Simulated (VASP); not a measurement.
Band structure of CdZn$_{3}$S$_{4}$ (ordered alloy cell). Level of theory: PBEsol GGA, VASP's PBE PAW potentials (set 64) (plane waves; VASP).

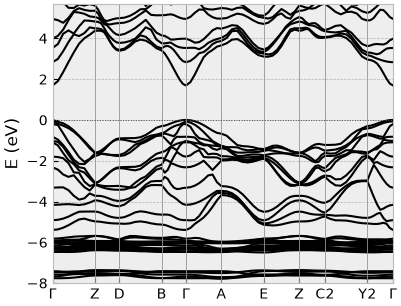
Figure: Bands along high-symmetry lines, zero at the valence-band maximum or, without a gap, the Fermi level

### Question
Read the plot: is there a gap, and where are the band edges?

### Answer
The gap is direct, 1.69 eV, from the valence maximum at Γ to the conduction minimum at Γ. (Edges off the drawn lines would not show.)

The structure was generated: CdZn3S4 was put into an ordered model structure (Pm), which need not be its known phase. It was relaxed first.
